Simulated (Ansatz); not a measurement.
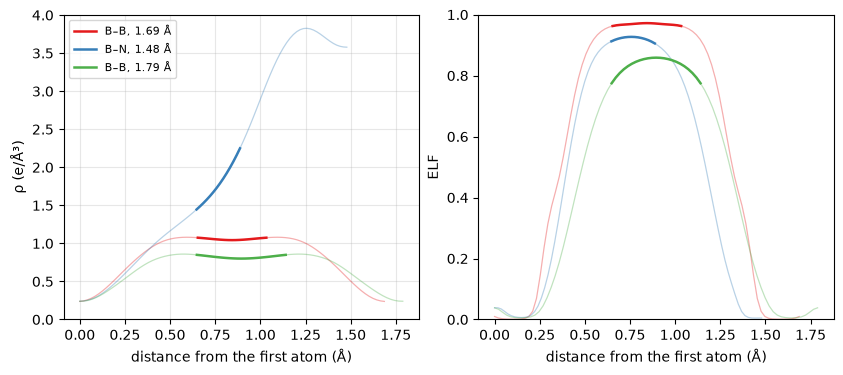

B₆N. Valence charge density (pseudo) and electron localisation function along straight lines between neighbouring atoms. Thin, pale parts lie inside the atomic spheres.

Space group R-3m; a generated structure, not necessarily the stable one.

These are results of DFT PBE, scalar-relativistic, plane waves, PAW (Ansatz 0.2.0), not measurements.

Core electrons are frozen (PAW), and the valence fields are smoothed inside the atomic spheres.

> Compare the contacts.

B–B (1.69 Å): ρ at the midpoint is about 1 e/Å³; the ELF peaks at about 1 between the atoms.
B–N (1.48 Å): ρ is about 1.7 e/Å³ halfway; the ELF peaks at about 0.95 between the atoms.
B–B (1.79 Å): the density is about 0.8 e/Å³ at the midpoint; the ELF peaks at about 0.85 between the atoms.
